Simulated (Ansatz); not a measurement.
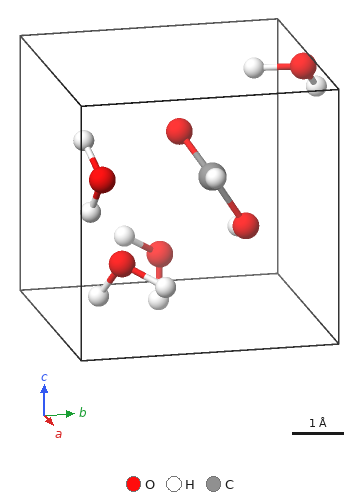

Starting frame of a dynamics run of a periodic cell with 4 H2O + 1 HCOOH at 1.339 g/cm³. It starts from the last geometry of an earlier run, with fresh velocities. A ball-and-stick model of the simulation cell, seen slightly off an axis.

Theory: Ansatz 0.2.0, DFT r2SCAN, scalar-relativistic, plane waves, PAW.

Input
```yaml
crystal:
  lattice:
    - [5.270442, 0.0, 0.0]
    - [0.0, 5.270442, 0.0]
    - [0.0, 0.0, 5.270442]
  atoms:
    - { symbol: O, position: [0.12517899, 0.5081355, 0.13976522] }
    - { symbol: H, position: [0.13946315, 0.49939195, -0.0345914] }
    - { symbol: H, position: [0.19043292, 0.35466216, 0.23869378] }
    - { symbol: O, position: [0.4041669, 0.99889903, 0.92383194] }
    - { symbol: H, position: [0.28572261, 1.07753014, 0.80659278] }
    - { symbol: H, position: [0.34729946, 0.82054601, 0.91220456] }
    - { symbol: O, position: [0.95608405, 0.0867484, 0.68942458] }
    - { symbol: H, position: [0.85806055, 0.06444811, 0.53696012] }
    - { symbol: H, position: [0.82053931, 0.04699655, 0.80917927] }
    - { symbol: O, position: [0.69964778, 0.22454204, 0.27908588] }
    - { symbol: H, position: [0.5954277, 0.15820833, 0.12827482] }
    - { symbol: H, position: [0.79674161, 0.37057606, 0.20442107] }
    - { symbol: O, position: [0.57503397, 0.73517266, 0.3608263] }
    - { symbol: C, position: [0.59216713, 0.60092576, 0.56795493] }
    - { symbol: O, position: [0.42298735, 0.51289962, 0.70417166] }
    - { symbol: H, position: [0.3977335, 0.74656071, 0.31040449] }
    - { symbol: H, position: [0.79971299, 0.56510217, 0.62077696] }
basis:
  ecutwfc: 500.0
kpoints:
  mp_grid: { grid: [1, 1, 1] }
hamiltonian:
  xc: r2scan
scf:
  occupations: { method: fermi_dirac, width: 0.05 }
  lower_state_search: "off"
md:
  timestep: 0.5
  n_steps: 100
  ensemble: nve
  temperature: 700.0
  initial_velocities: maxwell_boltzmann
  seed: 990634
```

Command:
```bash
ansatz run input.yaml --threads 1 --pin off --max-ram 3072MiB --backend cpu --events-out ev --progress --plain --runs-dir out
```

### Predict how the run goes.

Over the second half the temperature averages 562 K (spread ±77 K). The potential energy is still drifting at the end, so the run hasn't reached equilibrium. The potential energy in the second half lies on average 16.8 meV per atom above the first frame. Root-mean-square distances from the starting positions over the second half, with the common drift of all atoms taken out: H 0.59 Å, O 0.23 Å, C 0.20 Å. The heavy atoms stay within a fraction of a molecule's size of their starting places; so short a run doesn't tell a liquid from a solid.

Along the run (each row but the first and the last is the mean over the interval that it begins):

```json
{"time (fs)": "0.0", "potential energy (meV/atom)": "0.0", "T (K)": "700"}
{"time (fs)": "8.0", "potential energy (meV/atom)": "20.4", "T (K)": "532"}
{"time (fs)": "16.0", "potential energy (meV/atom)": "22.2", "T (K)": "517"}
{"time (fs)": "24.0", "potential energy (meV/atom)": "21.9", "T (K)": "519"}
{"time (fs)": "32.0", "potential energy (meV/atom)": "23.5", "T (K)": "507"}
{"time (fs)": "40.0", "potential energy (meV/atom)": "10.4", "T (K)": "614"}
{"time (fs)": "48.0", "potential energy (meV/atom)": "8.5", "T (K)": "631"}
```

The paths of the atoms:

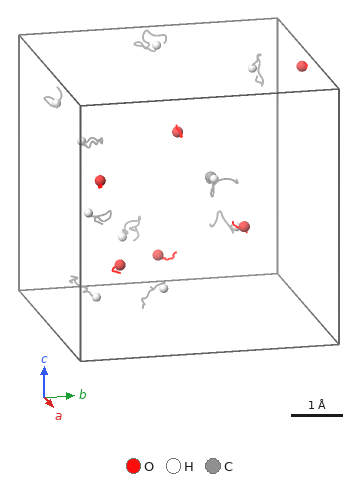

Limits of the set-up: the periodic images lie only 5.3 Å apart, so the values are limited by the cell's size.
